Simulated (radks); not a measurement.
## Run report: Pt³⁺, atomic calculation

- system: Pt³⁺ (Z = 78, 75 electrons) in the configuration [Xe] 4f14 5d7.
- method: scalar-relativistic Kohn-Sham, PBE, spin-unpolarised, spherical densities, finite nucleus (the in-house radial solver radks)

### Output
```
1s      1   2.0000       -2882.33397851
2s      1   2.0000        -507.46685013
2p      1   6.0000        -440.10904103
3s      1   2.0000        -120.20300634
3p      1   6.0000        -100.57626415
3d      1  10.0000         -79.25522530
4s      1   2.0000         -26.85408565
4p      1   6.0000         -20.41484060
4d      1  10.0000         -12.58319773
4f      1  14.0000          -3.88127484
5s      1   2.0000          -5.03346274
5p      1   6.0000          -3.33871909
5d      1   7.0000          -1.42462485
Etot -18407.4242580722
Ekin 20519.013290377035
Encl -45636.726086155126
Eh 7063.294429769536
Exc -353.00589206364367
err 1.434239883374306e-08
it 15
```

### Orbitals

```csv
orbital,occupation,energy (eV),⟨r⟩ (bohr),outer maximum (bohr)
1s,2,−78432.3,0.01715,0.0106
2s,2,−13808.9,0.07236,0.0612
2p,6,−11976.0,0.06523,0.0506
3s,2,−3270.9,0.1871,0.173
3p,6,−2736.8,0.1882,0.172
3d,10,−2156.6,0.1704,0.140
4s,2,−730.737,0.4151,0.390
4p,6,−555.516,0.4419,0.410
4d,10,−342.406,0.4681,0.418
5s,2,−136.967,0.9493,0.868
4f,14,−105.615,0.5156,0.385
5p,6,−90.851,1.092,0.975
5d,7,−38.766,1.487,1.23
```

### Slater integrals of the outer shells (hartree)

```csv
integral,value
"F0(5d,5d)",0.6077
"F2(5d,5d)",0.3177
"F4(5d,5d)",0.2111
"F0(5d,5p)",0.6894
"F2(5d,5p)",0.3429
"G1(5d,5p)",0.4123
"G3(5d,5p)",0.2557
"F0(5d,4f)",0.7837
```

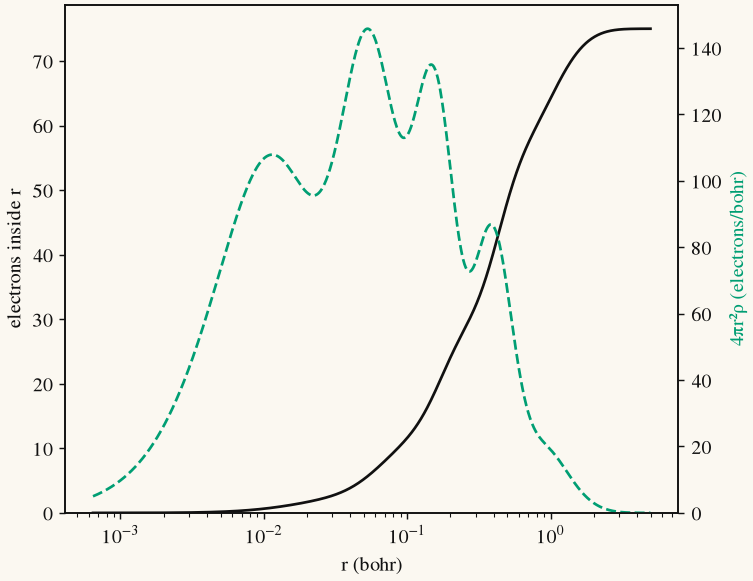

Fig. 1: The number of electrons inside radius r (solid) and the radial density 4πr²ρ (dashed). The count levels off at 75 electrons. Half of them lie within 0.366 bohr, 90 % within 1.19 bohr and 99 % within 2.25 bohr. The radial density has minima at 0.0221, 0.0948 and 0.272 bohr, where the count stands at 1.9, 11.0 and 30.1; these part the shells that the density resolves.

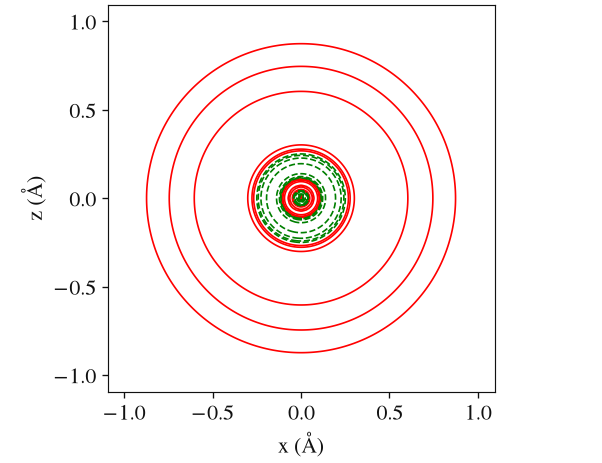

Fig. 2: One occupied orbital is shown. In the xz plane through the nucleus, contours of ψ are drawn, solid for positive and dashed for negative values, each about twice the one before. (1 bohr = 0.529 Å.) The radial function comes from the spherical calculation and is multiplied by a real spherical harmonic; the overall sign is chosen so that the largest lobe of P(r) is positive; at the scalar-relativistic level it is the large component. It is 5s. It has no angular node and 4 radial nodes, at r = 0.0202, 0.0810, 0.210 and 0.489 bohr; only the outer 3 can be made out at this scale. The outermost maximum of P² lies at 0.868 bohr, ⟨r⟩ = 0.949 bohr, 90 % of the charge lies within 1.36 bohr, and the eigenvalue is −137.0 eV, with 2 electrons in the shell.

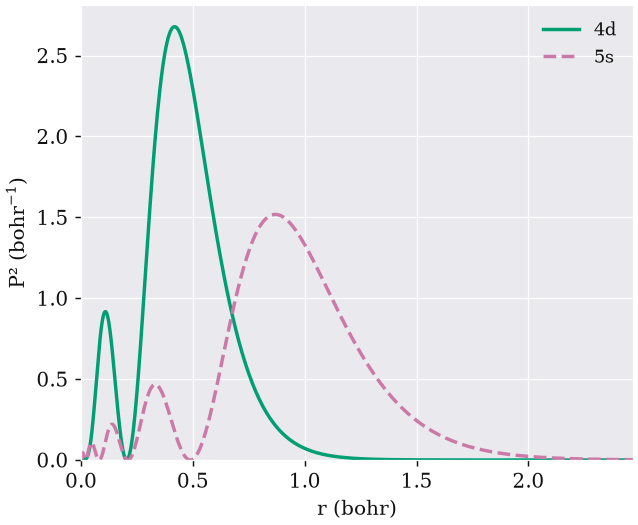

Fig. 3: The radial probability densities P² of 4d and 5s. 4d: outer maximum at 0.418 bohr, ⟨r⟩ = 0.468 bohr, 1 node, eigenvalue −342.4 eV; 5s: outer maximum at 0.868 bohr, ⟨r⟩ = 0.949 bohr, 4 nodes, eigenvalue −137.0 eV. The innermost lobes are too small to be seen at this scale.

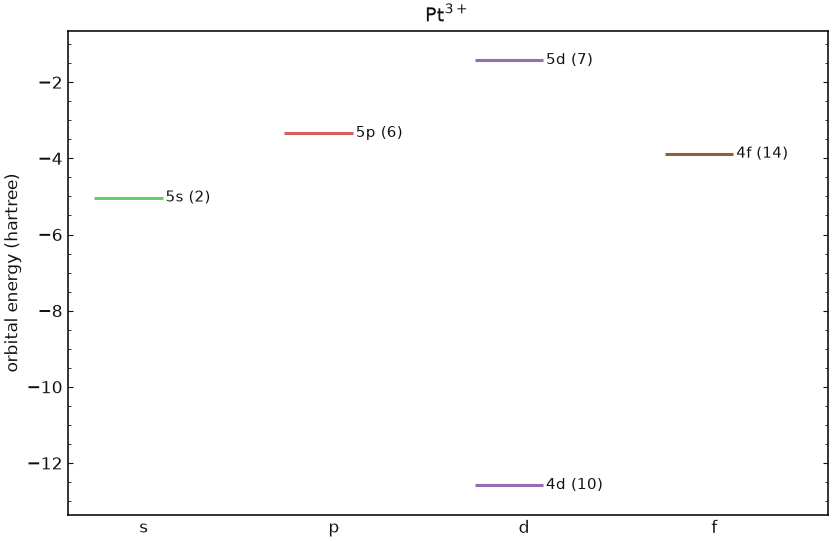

Fig. 4: The outer levels are drawn by angular momentum (occupations in brackets). The highest occupied level is 5d at −1.42 hartree. The highest 3 occupied levels, from the top down, are 5d (−1.42 hartree), 5p (−3.34 hartree), 4f (−3.88 hartree).

### Input file
```
Z 78
configuration [Xe] 4f14 5d7
relativity scalar-relativistic
functional pbe,pbe
spin unpolarised
nucleus finite rms 5.427 fm
c 137.035999084
```

Energies in input and log are in hartree, lengths in bohr (the nuclear radius in fm).

### Summary

- outcome: converged
- total energy: −18407.4243 hartree
- kinetic energy: 20519.0133 hartree
- electron–nucleus energy: −45636.7261 hartree
- Hartree energy: 7063.2944 hartree
- exchange–correlation energy: −353.005892 hartree
- radius at density 0.001 e/bohr³: 3.33 bohr
- SCF iterations: 15
- hardware: 1 CPU thread, shared host
